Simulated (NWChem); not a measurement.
# BNH6 (SMILES [BH3-][NH3+]) at 6 levels

Wanted: a comparison of 6 runs (CAM-B3LYP/LANL2DZ, CAM-B3LYP/SBKJC-VDZ, CAM-B3LYP/jorge-DZP, CAM-B3LYP/jorge-TZP, CAM-B3LYP/MINI, CAM-B3LYP/DGauss-DZVP) of BNH6. 

Program for the calculation: NWChem 7.3.0.

### Step 1. The structure to begin with

The species is BNH6 (8 atoms), meant as a singlet with charge 0. As SMILES, `[BH3-][NH3+]`. The coordinates come from a PBE0-D4/def2-TZVP relaxation.

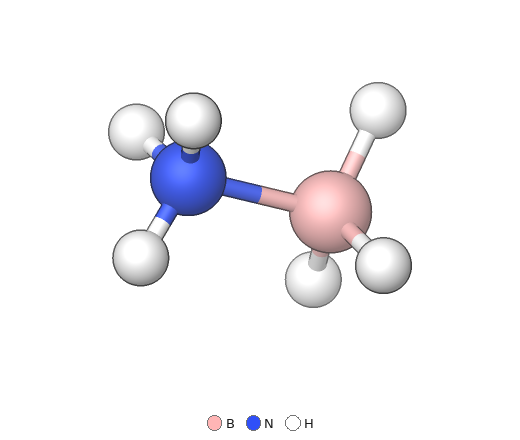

Viewed from a chosen angle; boron pink, nitrogen blue, hydrogen white.

### Step 2. Energy and gradient at CAM-B3LYP/LANL2DZ (run 1)

Input file job.nw:

```
start job
memory stack 880 mb heap 220 mb global 1100 mb

geometry units angstroms noautosym nocenter noautoz
 B    -0.191300    0.250800   -0.775400
 N     0.206500   -0.255100    0.731700
 H    -0.078200   -0.728400   -1.481000
 H    -1.332600    0.649700   -0.687200
 H     0.604400    1.126600   -1.038400
 H     0.140800    0.507000    1.398700
 H     1.156600   -0.611300    0.755300
 H    -0.414000   -0.996500    1.040500
end

basis "ao basis" spherical bse
 * library LANL2DZ
end

dft
 xc xcamb88 1.00 lyp 0.81 vwn_5 0.19 hfexch 1.00
 cam 0.33 cam_alpha 0.19 cam_beta 0.46
 grid fine
 convergence energy 1e-08
 direct
 iterations 100
 mulliken
 print low
end

task dft gradient
```

On the command line:

```
$ nwchem job.nw > job.out
```

Output:

```text
[...]
 d= 0,ls=0.0,diis     1    -83.1134156645 -1.24D+02  1.63D-02  1.94D-01     0.7
[...]
 d= 0,ls=0.0,diis     7    -83.1444320372 -2.67D-09  7.62D-07  1.02D-10     3.7
         Total DFT energy =      -83.144432037174
      One electron energy =     -191.075466398009
           Coulomb energy =       80.326339284008
    Exchange-Corr. energy =      -13.149870658135
 Nuclear repulsion energy =       40.754565734962
[...]
      Total Density - Mulliken Population Analysis
     ---------------------------------------------
    Atom       Charge   Shell Charges
 -----------   ------   -------------------------------------------------------
    1 B    5     5.62   2.00  0.57  0.54  2.16  0.36
    2 N    7     7.68   2.00  0.83  0.79  3.18  0.90
    3 H    1     0.93   0.51  0.42
    4 H    1     0.93   0.51  0.42
    5 H    1     0.93   0.51  0.42
    6 H    1     0.63   0.49  0.14
    7 H    1     0.63   0.49  0.14
    8 H    1     0.63   0.49  0.14
[...]
                         DFT ENERGY GRADIENTS
    atom               coordinates                        gradient
                 x          y          z           x          y          z
   1 B      -0.361505   0.473943  -1.465294    0.000836  -0.001022   0.003102
   2 N       0.390228  -0.482069   1.382713   -0.003502   0.004430  -0.013089
   3 H      -0.147777  -1.376476  -2.798684    0.000514  -0.001180   0.001233
   4 H      -2.518249   1.227755  -1.298620   -0.000272  -0.000318   0.001735
   5 H       1.142150   2.128965  -1.962291    0.000926  -0.000030   0.001524
   6 H       0.266073   0.958091   2.643160    0.001841  -0.008263  -0.001098
   7 H       2.185657  -1.155189   1.427310   -0.007020   0.001505   0.004548
   8 H      -0.782347  -1.883112   1.966260    0.006676   0.004878   0.002046
 Task  times  cpu:        4.8s     wall:        4.8s
 Total times  cpu:        4.8s     wall:        4.8s
```

Run time: 5.7 s. Hardware: 1 thread of Intel Xeon Platinum 8488C (Sapphire Rapids), shared host; peak memory 0.11 GiB.

### Step 3. Energy and forces at CAM-B3LYP/SBKJC-VDZ (core potential) (run 2)

Input file bh6n.nw:

```
start bh6n
title "BH6N CAM-B3LYP"
memory 2200 mb

geometry units au noautosym nocenter noautoz
B     -0.36150461     0.47394331    -1.46529364
N      0.39022844    -0.48206913     1.38271261
H     -0.14777658    -1.37647651    -2.79868439
H     -2.51824903     1.22775506    -1.29861979
H      1.14215047     2.12896545    -1.96229161
H      0.26607344     0.95809115     2.64315993
H      2.18565724    -1.15518958     1.42731014
H     -0.78234662    -1.88311208     1.96626003
end

basis spherical bse
* library SBKJC-VDZ
end

ecp bse
B library SBKJC-VDZ
N library SBKJC-VDZ
end

dft
xc xcamb88 1.00 lyp 0.81 vwn_5 0.19 hfexch 1.00
cam 0.33 cam_alpha 0.19 cam_beta 0.46
mult 1
grid fine
convergence energy 1e-08
direct
iterations 100
mulliken
print low
end

task dft gradient
```

On the command line:

```
$ nwchem bh6n.nw > bh6n.out
```

Output:

```text
[...]
 d= 0,ls=0.0,diis     1    -16.1966900718 -4.19D+01  1.78D-02  1.37D-01     0.6
[...]
 d= 0,ls=0.0,diis     7    -16.2242779819 -1.46D-09  7.38D-07  7.64D-11     2.9
         Total DFT energy =      -16.224277981860
      One electron energy =      -73.669198368299
           Coulomb energy =       37.467849691100
    Exchange-Corr. energy =       -5.745404002705
 Nuclear repulsion energy =       25.722474698043
[...]
      Total Density - Mulliken Population Analysis
     ---------------------------------------------
    Atom       Charge   Shell Charges
 -----------   ------   -------------------------------------------------------
    1 B    3     3.73   0.98  2.00  0.37  0.38
    2 N    5     5.52   1.21  3.19  0.27  0.86
    3 H    1     0.92   0.45  0.46
    4 H    1     0.92   0.45  0.46
    5 H    1     0.92   0.45  0.46
    6 H    1     0.67   0.44  0.22
    7 H    1     0.67   0.44  0.22
    8 H    1     0.67   0.44  0.22
[...]
                         DFT ENERGY GRADIENTS
    atom               coordinates                        gradient
                 x          y          z           x          y          z
   1 B      -0.361505   0.473943  -1.465294    0.001285  -0.001592   0.004801
   2 N       0.390228  -0.482069   1.382713   -0.003110   0.003931  -0.011599
   3 H      -0.147777  -1.376477  -2.798684    0.000113   0.001783   0.003043
   4 H      -2.518249   1.227755  -1.298620    0.003011  -0.001402   0.001214
   5 H       1.142150   2.128965  -1.962292   -0.001480  -0.002514   0.002034
   6 H       0.266073   0.958091   2.643160    0.002118  -0.011777  -0.004316
   7 H       2.185657  -1.155190   1.427310   -0.011475   0.003201   0.004327
   8 H      -0.782347  -1.883112   1.966260    0.009538   0.008370   0.000497
 Task  times  cpu:        3.7s     wall:        3.7s
 Total times  cpu:        3.8s     wall:        3.8s
```

Wall time 4.5 s (1 thread of Intel Xeon Platinum 8488C (Sapphire Rapids), shared host); peak memory 0.11 GiB.

Runs 3 to 5 aren't shown in full; the table further down has their settings and results.

### Step 4. Energy and forces at CAM-B3LYP/DGauss-DZVP (run 6)

Input file bh6n.nw:

```
start bh6n
title "BH6N gradient"
memory 2200 mb

geometry noautosym nocenter noautoz
  B       -0.191300       0.250800      -0.775400
  N        0.206500      -0.255100       0.731700
  H       -0.078200      -0.728400      -1.481000
  H       -1.332600       0.649700      -0.687200
  H        0.604400       1.126600      -1.038400
  H        0.140800       0.507000       1.398700
  H        1.156600      -0.611300       0.755300
  H       -0.414000      -0.996500       1.040500
end

basis spherical bse
  * library DGauss-DZVP
end

dft
  xc xcamb88 1.00 lyp 0.81 vwn_5 0.19 hfexch 1.00
  cam 0.33 cam_alpha 0.19 cam_beta 0.46
  mult 1
  grid fine
  convergence energy 1e-08
  direct
  maxiter 100
  mulliken
  noprint "final vectors analysis"
end

task dft gradient
```

On the command line:

```
$ nwchem bh6n.nw > bh6n.out
```

Output:

```text
[...]
          Wavefunction type:  closed shell.
          No. of atoms     :     8
          No. of electrons :    18
[...]
          Charge           :     0
          Spin multiplicity:     1
[...]
          AO basis - number of functions:    40
[...]
              XC Information
              --------------
                     Hartree-Fock (Exact) Exchange  1.000
                   CAM-Becke88 Exchange Functional  1.000
                      VWN V Correlation Functional  0.190 local
              Lee-Yang-Parr Correlation Functional  0.810
[...]
 d= 0,ls=0.0,diis     1    -83.1346762587 -1.24D+02  1.09D-02  2.05D-01     0.9
[...]
 d= 0,ls=0.0,diis     8    -83.1669506334 -2.08D-10  2.71D-07  8.90D-11     6.2
         Total DFT energy =      -83.166950633384
      One electron energy =     -191.089866272238
           Coulomb energy =       80.282972278855
    Exchange-Corr. energy =      -13.114622374963
 Nuclear repulsion energy =       40.754565734962
[...]
      Total Density - Mulliken Population Analysis
     ---------------------------------------------
    Atom       Charge   Shell Charges
 -----------   ------   -------------------------------------------------------
    1 B    5     5.60   2.00  0.63  0.38  2.09  0.40  0.10
    2 N    7     7.76   2.00  0.86  0.71  3.07  1.08  0.04
    3 H    1     0.95   0.56  0.39
    4 H    1     0.95   0.56  0.39
    5 H    1     0.95   0.56  0.39
    6 H    1     0.60   0.53  0.07
    7 H    1     0.60   0.53  0.07
    8 H    1     0.60   0.53  0.07
[...]
  wavefunction    = closed shell
[...]
                         DFT ENERGY GRADIENTS
    atom               coordinates                        gradient
                 x          y          z           x          y          z
   1 B      -0.361505   0.473943  -1.465294    0.000961  -0.001181   0.003573
   2 N       0.390228  -0.482069   1.382713   -0.000362   0.000438  -0.001196
   3 H      -0.147777  -1.376476  -2.798684    0.000051  -0.000282  -0.000099
   4 H      -2.518249   1.227755  -1.298620   -0.000269   0.000068   0.000109
   5 H       1.142150   2.128965  -1.962291    0.000210   0.000180   0.000028
   6 H       0.266073   0.958091   2.643160    0.000357  -0.002894  -0.002022
   7 H       2.185657  -1.155189   1.427310   -0.003294   0.001136   0.000323
   8 H      -0.782347  -1.883112   1.966260    0.002346   0.002535  -0.000716
[...]
```

Wall time 9 s (1 thread of Intel Xeon Platinum 8488C (Sapphire Rapids), shared host); peak memory 0.11 GiB.

### Step 5. The series

| run | level | core potential | energy (Eh) | largest force (eV/Å) | wall time |
| --- | --- | --- | --- | --- | --- |
| 1 | CAM-B3LYP/LANL2DZ | – | -83.144432 | 0.733 | 5.7 s |
| 2 | CAM-B3LYP/SBKJC-VDZ (core potential) | SBKJC-VDZ | -16.224278 | 0.654 | 4.5 s |
| 3 | CAM-B3LYP/jorge-DZP | – | -83.163480 | 0.451 | 18 s |
| 4 | CAM-B3LYP/jorge-TZP | – | -83.195940 | 0.151 | 4.4 min |
| 5 | CAM-B3LYP/MINI | – | -82.465672 | 4.538 | 2.6 s |
| 6 | CAM-B3LYP/DGauss-DZVP | – | -83.166951 | 0.200 | 9 s |

### Step 6. Summary of results

| quantity | value |
| --- | --- |
| run 6: total energy | -83.16695 Eh |
| run 6: dipole moment | 5.62 D |
| run 6: largest force on an atom | 0.200 eV/Å |

What this shows: Some runs of one species differ in core potentials or relativity; totals across that change don't compare. In run 5 the basis is minimal, so the values are rough. All runs together took 5.1 min, the longest 4.4 min.
